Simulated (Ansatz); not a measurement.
Take the following structure.

```yaml
crystal:
  lattice:
    - [5.47009, 0.00000, 0.00000]
    - [0.00000, 5.47009, 0.00000]
    - [0.00000, 0.00000, 5.47009]
  atoms:
    - { symbol: Si, position: [0.25000, 0.25000, 0.25000] }
    - { symbol: Si, position: [0.50000, 0.00000, 0.50000] }
    - { symbol: Si, position: [0.25000, 0.75000, 0.75000] }
    - { symbol: Si, position: [0.50000, 0.50000, 0.00000] }
    - { symbol: Si, position: [0.75000, 0.25000, 0.75000] }
    - { symbol: Si, position: [0.00000, 0.00000, 0.00000] }
    - { symbol: Si, position: [0.75000, 0.75000, 0.25000] }
    - { symbol: Si, position: [0.00000, 0.50000, 0.50000] }
```

Summarise the structure in words.

The element is silicon. It is face-centred cubic, space group Fd-3m (No. 227). The prototype is diamond. The cell holds eight atoms. The Si atoms are each bonded to four Si in a tetrahedral arrangement at 2.37 Å. The bonds build a three-dimensional framework.

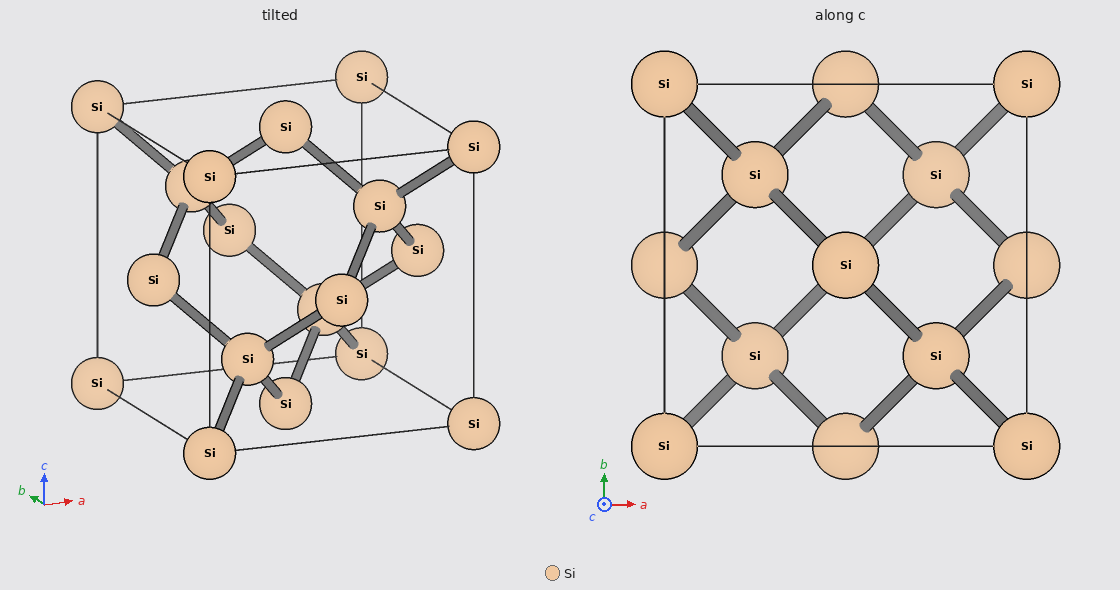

The crystal in a ball-and-stick representation, seen slightly off an axis and along the c axis. Thin lines show the conventional unit cell, with boundary atoms drawn in all their periodic places.

Origin of the cell: a structure listed in the Materials Project. The picture shows the end point of a geometry optimisation with DFT PBE, scalar-relativistic, plane waves, PAW (Ansatz).
